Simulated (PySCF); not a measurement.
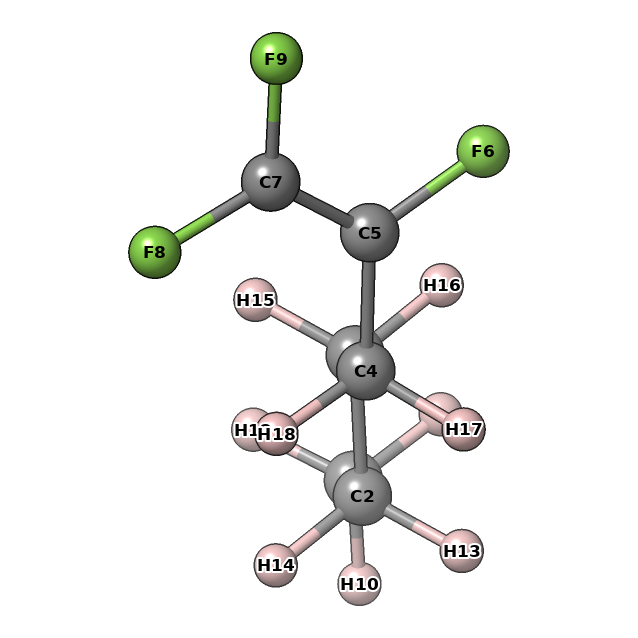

C3 lies behind C4. The molecule seen nearly along the C4–C3 bond, C4 in front. Atoms fade into the background with distance from the viewer. The geometry was computed by an optimisation with PBE0-D3(BJ)/def2-SVP. No frequency run is at hand to confirm it as a minimum.

> What is the torsion angle C5–C4–C3–C2? The sign is positive where the front bond must turn clockwise to cover the back bond.

176°, antiperiplanar (anti). The bonds about C4–C3 are staggered.
